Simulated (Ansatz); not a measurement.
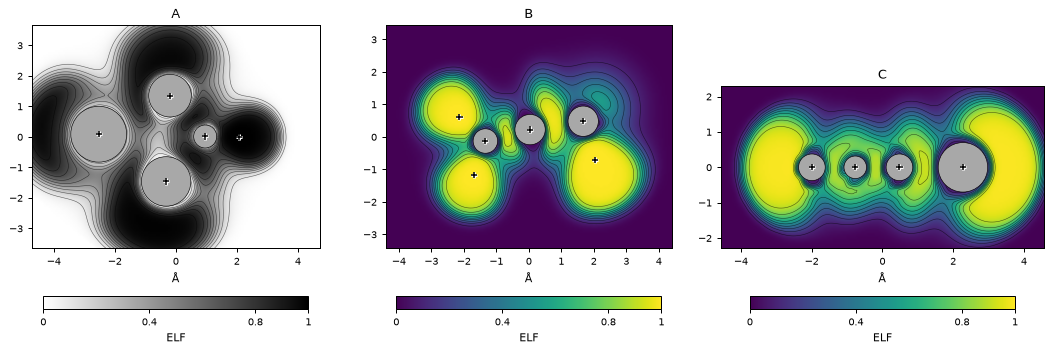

The ELF of 3 systems, each on a plane through atoms (crosses mark nuclei in the plane; grey discs cover the cores).

The calculation used isolated molecule in a Gaussian basis; Kohn-Sham density functional theory, functional PBE0 (Ansatz 0.2.0).

System 1: CH5B2 (SMILES [BH3-]B=C) (charge −1), the plane of atoms B3, B2 and H6. Geometry: B3LYP-D3(BJ)/def2-SVPD.

```json
{"atom": "C", "x (Å)": "-0.4078", "y (Å)": "-1.5059", "z (Å)": "-0.9771"}
{"atom": "B", "x (Å)": "-0.1813", "y (Å)": "1.2942", "z (Å)": "0.2660"}
{"atom": "B", "x (Å)": "-0.2550", "y (Å)": "-0.2375", "z (Å)": "-0.3567"}
{"atom": "H", "x (Å)": "0.9035", "y (Å)": "1.8640", "z (Å)": "0.1080"}
{"atom": "H", "x (Å)": "-1.0896", "y (Å)": "-1.6802", "z (Å)": "-1.8167"}
{"atom": "H", "x (Å)": "-1.0174", "y (Å)": "1.8268", "z (Å)": "-0.5013"}
{"atom": "H", "x (Å)": "-0.5989", "y (Å)": "1.4012", "z (Å)": "1.4238"}
{"atom": "H", "x (Å)": "0.1489", "y (Å)": "-2.3921", "z (Å)": "-0.6529"}
```

System 2: CHAlGaSi (doublet), the molecular plane. Geometry: PBE-D3(BJ)/def2-SVP.

```xyz
5

C    -0.6082   -1.2204    1.7554
Al    1.2850   -0.9802    2.1631
Ga    1.5298    1.4183    0.9545
Si   -0.8727    0.2890    0.8761
H    -1.2958   -2.0511    2.0036
```

System 3: C2NSi (SMILES [C-]#[N+]C#[Si+]) (charge +1, triplet), a plane that holds the molecular axis. Geometry: r2SCAN-D4/def2-TZVP.

```
atom   x (Å)   y (Å)    z (Å)
   C  0.0000  0.0000  -1.9926
   C  0.0000  0.0000   0.4824
   N  0.0000  0.0000  -0.7668
  Si  0.0000  0.0000   2.2770
```

Match each panel to its system.

Panel A is system 2, CHAlGaSi: the plane holds C, Al, Ga, Si and H. C–Si (1.77 Å): the ELF peaks at about 0.90 between the atoms: a covalent bond. Panel B is system 1, CH5B2: the plane holds C, B and H. C–B (1.42 Å): the ELF peaks at about 0.95 between the atoms; a covalent bond. Panel C is system 3, C2NSi: the plane holds C, N and Si. C–N (1.23 Å): the ELF peaks at about 0.90 between the atoms; a short, multiple covalent bond.
